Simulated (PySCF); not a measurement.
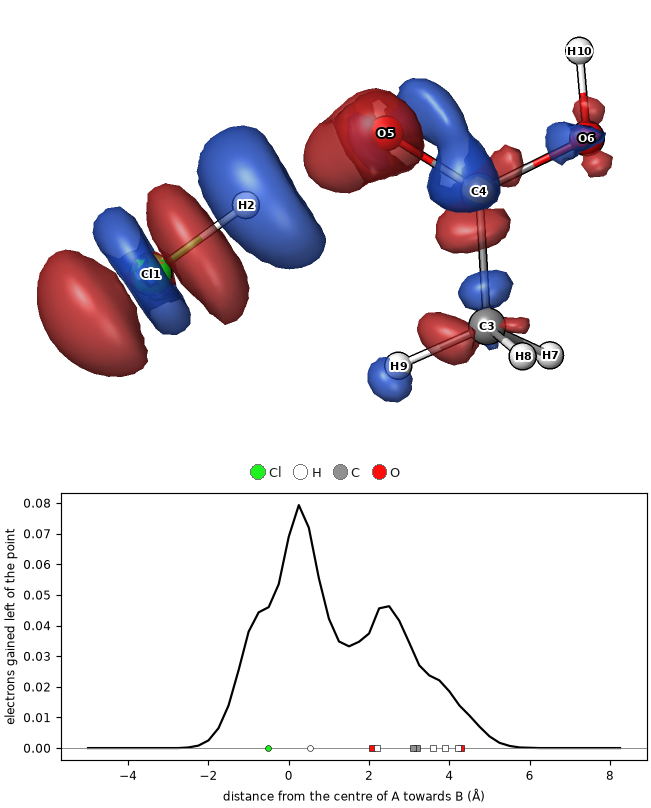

C$_{2}$H$_{5}$ClO$_{2}$, SMILES `Cl.CC(=O)O`. Density of the complex less the densities of the two fragments at the same geometry, ±0.01 e/Å³ (red: gain, blue: loss). Fragment A: HCl (atoms 1–2); fragment B: H4C2O2. Below: the charge-displacement curve along the line of centres (A on the left).

Computed with PySCF, HF/def2-SVP, geometry: GFN2-xTB. GFN2-xTB bond lengths at metals and heavier atoms can be off by up to 0.1 Å and shapes distorted, which carries into these values.

Geometry (Å), atoms numbered from 1:

```
Cl1     -2.4681   -0.0245    0.0116
H2      -1.2709   -0.5298   -0.0213
C3       1.0180    1.3833   -0.0095
C4       1.2715   -0.0900   -0.0045
O5       0.4194   -0.9491   -0.0393
O6       2.5656   -0.3876    0.0332
H7       1.6202    1.8604    0.7589
H8       1.3250    1.7859   -0.9728
H9      -0.0372    1.5838    0.1470
H10      2.7041   -1.3487    0.0247
```

**Which way does charge flow?**

Hirshfeld charges show 0.038 e passing from B to A. By Hirshfeld charges, electrons gather most on Cl1 (−0.078 e) and leave H2 most (+0.040 e); 0.17 e is displaced in all, which induces a dipole of 1.23 D.

**What is the interaction energy, and which contacts carry it?**

The counterpoise-corrected interaction energy of the frozen fragments is −3.2 kcal/mol without dispersion correction and −7.3 kcal/mol with D3(BJ). The pair geometry is semi-empirical, not a minimum at this level. Contacts: H2···O5, hydrogen bond, 1.74 Å, ρ = 0.038 a.u.; Cl1···H9, weak C–H hydrogen bond, 2.92 Å, ρ = 0.007 a.u. The pose is a local one from a semi-empirical search, not shown to be the most stable.
